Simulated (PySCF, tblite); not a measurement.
Potential energy curve for OH, doublet.

Levels of theory: GFN2-xTB, 300 K electronic temperature (tblite); UHF/cc-pVTZ (PySCF); CASSCF(7,5)/cc-pVTZ (PySCF); UKS-LDA (SVWN5) = unrestricted LDA (SVWN5)/cc-pVTZ run with PySCF 2.14.0.

Energies are in mEh, each relative to the lowest point of its own curve near equilibrium.

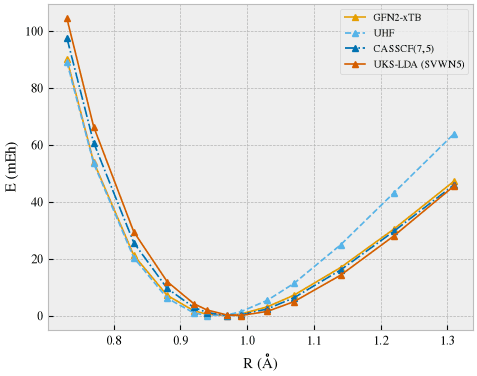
Figure. Energy against bond length for each method.

| R / Å | GFN2-xTB | UHF | CASSCF(7,5) | UKS-LDA (SVWN5) |
|---|---|---|---|---|
| 0.73 | 90.0 | 89.0 | 97.5 | 104.4 |
| 0.77 | 54.0 | 53.5 | 60.7 | 66.4 |
| 0.83 | 21.2 | 20.4 | 25.7 | 29.5 |
| 0.88 | 7.1 | 6.1 | 9.6 | 12.0 |
| 0.92 | 1.7 | 1.0 | 2.9 | 4.2 |
| 0.94 | 0.4 | 0.0 | 1.1 | 1.9 |
| 0.97 | 0.0 | 0.2 | 0.0 | 0.2 |
| 0.99 | 0.5 | 1.3 | 0.2 | 0.0 |
| 1.03 | 3.0 | 5.3 | 2.3 | 1.5 |
| 1.07 | 7.1 | 11.3 | 6.2 | 4.9 |
| 1.14 | 16.9 | 24.9 | 16.0 | 14.2 |
| 1.22 | 30.4 | 43.2 | 29.7 | 28.0 |
| 1.31 | 47.2 | 63.9 | 45.9 | 45.5 |

At the longest distance, 1.31 Å, UHF lies highest above its minimum (63.9 mEh) and UKS-LDA (SVWN5) lowest (45.5 mEh).

The scan ran from 0.73 to 3.92 Å; beyond the distances shown one of the unrestricted levels run for this scan, shown here or not, changes its spin distribution in one step. The unrestricted determinant behind UHF is spin-contaminated at 1.31 Å (<S²> up to 0.9, against 0.75 for a pure doublet).
